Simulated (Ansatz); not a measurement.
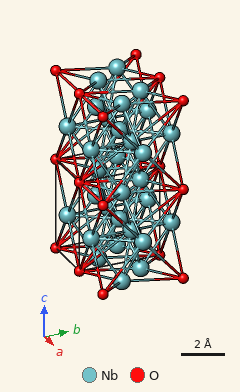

A crystal of Nb5O (a generated structure, set up in P6/mmm) (coarse preliminary run), before the relaxation. A ball-and-stick model of the cell of the calculation, repeated 2 × 1 × 2 with one cell outlined, seen slightly off an axis.

These are results of DFT PBE, scalar-relativistic, plane waves, PAW in Ansatz 0.2.0, not measurements.

Input
```yaml
crystal:
  lattice:
    - [5.11070813, 0.0, 0.0]
    - [-2.55535407, 4.42600307, 0.0]
    - [0.0, 0.0, 4.26869757]
  atoms:
    - { symbol: Nb, position: [0.33333333, 0.66666667, 0.0] }
    - { symbol: Nb, position: [0.66666667, 0.33333333, 0.0] }
    - { symbol: Nb, position: [0.5, 0.0, 0.5] }
    - { symbol: Nb, position: [0.5, 0.5, 0.5] }
    - { symbol: Nb, position: [0.0, 0.5, 0.5] }
    - { symbol: O, position: [0.0, 0.0, 0.0] }
basis:
  ecutwfc: 420
kpoints:
  mp_grid: { grid: [6, 6, 4] }
hamiltonian:
  xc: pbe
scf:
  occupations: { method: gaussian, width: 0.1 }
  lower_state_search: "off"
output:
  forces: true
  stress: true
  eigenvalues: true
relax:
  adjacent_minimum: "off"
  f_tol: 0.04
  max_steps: 70
  cell: { stress_tol: 0.4 }
```

Run as
```bash
ansatz run input.yaml --threads 1 --pin off --max-ram 2560MiB --backend cpu --events-out ev --progress --plain --runs-dir out
```

### Predict the outcome.

No atom moves by more than 0.005 Å relative to the cell. The volume changes by +20.4 %, with a = b 5.111 → 5.149 Å (+0.7 %), c 4.269 → 5.064 Å (+18.6 %). Some distances before and after: Nb1–Nb3 2.595 → 2.936 Å, Nb3–O6 3.329 → 3.611 Å, Nb1–O6 2.951 → 2.973 Å, Nb1–Nb2 2.951 → 2.973 Å. Among the angles between lasting bonds that change: Nb3–Nb1–Nb3 110.7° → 119.2°, Nb3–Nb1–Nb4 147.0° → 150.7°. The space group stays P6/mmm (No. 191). The energy falls by 366 meV per atom in 8 accepted moves (11 points after the start). All forces vanish by symmetry, so only the cell relaxes. Pressure: 34.27 GPa at the start and 0.06 GPa at the end. The line search rejected the trial step at point 9 of the run. The SCF was repeated twice at an unchanged geometry on a basis and grid sized afresh for the cell, which shifted the energy by 9.5 meV per atom at most. Cost: 79 s on 1 thread of Arm Neoverse V1 (shared host), peak memory 0.4 GiB.

Final geometry:

```
Nb O
1.0
     5.14885    0.00000    0.00000
    -2.57443    4.45904    0.00000
     0.00000    0.00000    5.06447
Nb O
5 1
Direct
  0.33333 0.66667 0.00000
  0.66667 0.33333 0.00000
  0.50000 0.00000 0.50000
  0.50000 0.50000 0.50000
  0.00000 0.50000 0.50000
  0.00000 0.00000 0.00000
```

After the run, drawn alike:

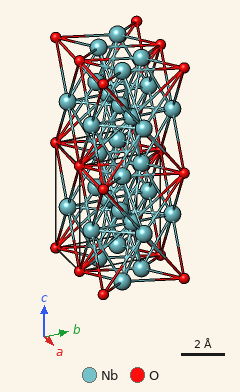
